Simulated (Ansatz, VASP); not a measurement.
# ZnS (Sphalerite) in two plane-wave programs, part 2 of 2

One calculation is typed for both programs; each brings its own data sets. How far apart do they land? The cell is taken from a series of VASP runs on this material, whose earlier steps may have relaxed, scaled or displaced it; both programs get it as it stands. Valence electrons are named where the data sets of a main pair hold unlike numbers.

VASP 6.6.1 and Ansatz 0.2.0.

So far: The starting structure; Ansatz: band structure, PBE0; VASP: band structure, PBE0.

**3. VASP: band structure, PBE0 (continued)**

Level of this step: PBE0; plane waves and PAW (Zn, S) (VASP).

Numbers of over 12 decimals in the logs are rounded to 6 here.

Parts of OUTCAR (step 3):

```text
ion  position               nearest neighbor table
   1  0.000  0.000  0.000-   2 2.34   2 2.34   2 2.34   2 2.34
   2  0.750  0.750  0.750-   1 2.34   1 2.34   1 2.34   1 2.34

  LATTYP: Found a face centered cubic cell.
 ALAT       =     5.4093000000

 Subroutine GETGRP returns: Found 24 space group operations
 (whereof 24 operations were pure point group operations)

The static configuration has the point symmetry T_d .

 Found     10 irreducible k-points:

   k-points           NKPTS =     10   k-points in BZ     NKDIM =    125   number of bands    NBANDS=     15

   dimension x,y,z NGX =    24 NGY =   24 NGZ =   24
   dimension x,y,z NGXF=    48 NGYF=   48 NGZF=   48

   ENCUT  =  350.0 eV  25.72 Ry    5.07 a.u.   5.83  5.83  5.83*2*pi/ulx,y,z

   NELECT =      18.0000    total number of electrons

 k-points in reciprocal lattice and weights: Automatic mesh
   0.00000000  0.00000000  0.00000000       0.008
   0.20000000  0.00000000  0.00000000       0.064
   0.40000000  0.00000000  0.00000000       0.064
   0.20000000  0.20000000  0.00000000       0.048
   0.40000000  0.20000000  0.00000000       0.192
  -0.40000000  0.20000000  0.00000000       0.192
  -0.20000000  0.20000000  0.00000000       0.096
   0.40000000  0.40000000  0.00000000       0.048
  -0.40000000  0.40000000  0.00000000       0.096
  -0.40000000  0.40000000  0.20000000       0.192

  exchange ACFDT corr.  =         0.00000000  see jH, gK, PRB 81, 115126

 average (electrostatic) potential at core
       1 -28.3172       2 -84.5413

 E-fermi :   1.1540

 k-point     1 :       0.0000    0.0000    0.0000
  band No.  band energies     occupation
    ...
      5      -6.4449      2.00000
      6      -6.4449      2.00000
      7       0.9845      2.00000
      8       0.9845      2.00000
      9       0.9845      2.00000
     10       4.9804      0.00000
     11       9.4001      0.00000
     12       9.4001      0.00000
     13       9.4001      0.00000
     14      14.9451      0.00000
    ...

 k-point     2 :       0.2000    0.0000    0.0000
  band No.  band energies     occupation
    ...
      5      -6.4460      2.00000
      6      -6.4460      2.00000
      7      -1.3157      2.00000
      8       0.6336      2.00000
      9       0.6336      2.00000
     10       6.2994      0.00000
     11       9.5271      0.00000
     12       9.9455      0.00000
     13       9.9455      0.00000
     14      13.9859      0.00000
    ...

 k-point     3 :       0.4000    0.0000    0.0000
  band No.  band energies     occupation
    ...
      5      -6.4269      2.00000
      6      -6.4269      2.00000
      7      -4.0891      2.00000
      8       0.1393      2.00000
      9       0.1393      2.00000
     10       6.2890      0.00000
     11       9.9749      0.00000
     12       9.9749      0.00000
     13      11.5427      0.00000
     14      14.9696      0.00000
    ...

  energy-cutoff  :      350.00
  volume of cell :       39.57
      direct lattice vectors                 reciprocal lattice vectors
     0.000000000  2.704650000  2.704650000    -0.184866803  0.184866803  0.184866803
     2.704650000  0.000000000  2.704650000     0.184866803 -0.184866803  0.184866803
     2.704650000  2.704650000  0.000000000     0.184866803  0.184866803 -0.184866803

 POSITION                                       TOTAL-FORCE (eV/Angst)
 -----------------------------------------------------------------------------------
      0.00000      0.00000      0.00000        -0.000000     -0.000000     -0.000000
      4.05697      4.05697      4.05697         0.000000      0.000000      0.000000
 -----------------------------------------------------------------------------------
    total drift:                               -0.000123     -0.000109     -0.000068

  FREE ENERGIE OF THE ION-ELECTRON SYSTEM (eV)
  ---------------------------------------------------
  free  energy   TOTEN  =        -8.9155325939 eV

  energy  without entropy=       -8.9155325939  energy(sigma->0) =       -8.91553259

 total charge
# of ion       s       p       d       tot
------------------------------------------
    1        0.485   0.470   9.833  10.787
    2        1.304   2.470   0.000   3.774
--------------------------------------------------
tot          1.789   2.939   9.833  14.561

[... 3 further parts left out ...]
```

The k-mesh is coarse for unscreened exact exchange, which converges slowly with it.

**4. Differences**

Known differences besides the potentials themselves: exact exchange at q = 0 is treated differently, which shows on coarse meshes; VASP keeps PBE cores, Ansatz makes them for the functional; the cutoff is 420 eV in Ansatz and 350 eV in VASP; VASP takes a coarser grid for exact exchange (PRECFOCK = Fast). Total energies have different zeros and are not compared.

Both answers:

```
                     quantity  Ansatz   VASP  difference
gap over the path points (eV)   4.001  3.996      +0.005
```

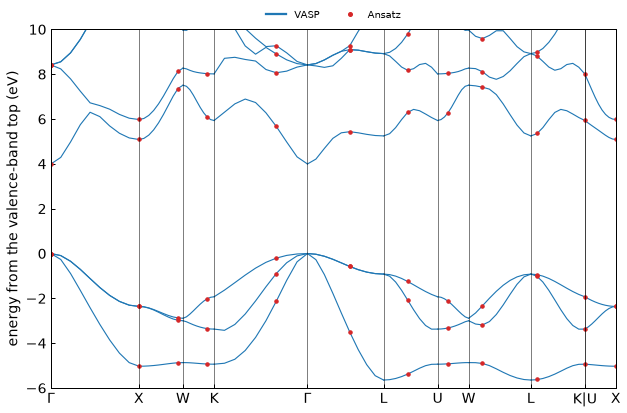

Bands from VASP (lines) and levels from Ansatz (dots). Dots without a line are higher empty bands that the VASP plot leaves out.

Levels at points of the path, from each program's valence-band top (eV; 4 filled, then empty):

```
k (reciprocal lattice)                                   Ansatz                                     VASP
     0.000 0.000 0.000      -7.51 0.00 0.00 0.00 4.00 8.42 8.42      -7.43 0.00 0.00 0.00 4.00 8.42 8.42
     0.500 0.000 0.500  -7.24 -5.03 -2.35 -2.35 5.09 5.99 13.26  -7.16 -5.03 -2.36 -2.36 5.09 5.98 13.27
     0.500 0.222 0.722  -7.08 -4.87 -2.98 -2.87 7.36 8.14 10.14  -6.99 -4.87 -2.98 -2.87 7.37 8.13 10.14
     0.403 0.347 0.750  -7.11 -4.92 -3.35 -2.01 6.09 8.03 11.22  -7.03 -4.93 -3.35 -2.02 6.09 8.03 11.25
     0.125 0.125 0.250   -7.50 -2.13 -0.90 -0.21 5.68 8.06 8.91   -7.42 -2.13 -0.89 -0.20 5.67 8.06 8.90
     0.278 0.278 0.278   -7.51 -3.51 -0.58 -0.58 5.44 9.09 9.09   -7.43 -3.50 -0.58 -0.58 5.43 9.10 9.10
     0.556 0.389 0.556   -7.22 -5.37 -2.08 -1.25 6.30 8.17 9.78   -7.14 -5.38 -2.07 -1.25 6.30 8.18 9.79
     0.583 0.250 0.667  -7.11 -4.91 -3.32 -2.12 6.28 8.04 10.98  -7.03 -4.92 -3.32 -2.12 6.28 8.04 11.00
     0.500 0.306 0.694   -7.11 -4.89 -3.18 -2.33 7.42 8.12 9.58   -7.03 -4.90 -3.19 -2.33 7.42 8.11 9.59
     0.486 0.486 0.528   -7.27 -5.62 -1.01 -0.94 5.36 8.81 8.97   -7.19 -5.63 -1.01 -0.94 5.35 8.82 8.98
```

Among the levels compared at these points, filled levels agree within 81 meV and empty ones within 31 meV.

**5. Outcome**

- largest difference of a filled level at the path points (band structure, PBE0): 81 meV

The largest difference of a filled level at the path points is 81 meV (band structure, PBE0), at about the 80 meV picked in this series as the mark of a large difference. How closely two codes agree says nothing of how well the functional describes the real material.

[Lines on the potential files, build, host, timing and source positions are cut from VASP's logs without a mark.]

[Logs are printed without paths, hosts, clocks, repeated set-up lines and the standing remarks that a program may print on its own settings, such as how far it seeks lower states.]

[Hosts, paths, dates, database ids (printed as entryN), source tags and the programs' standing remarks are cut or masked in the printed files.]
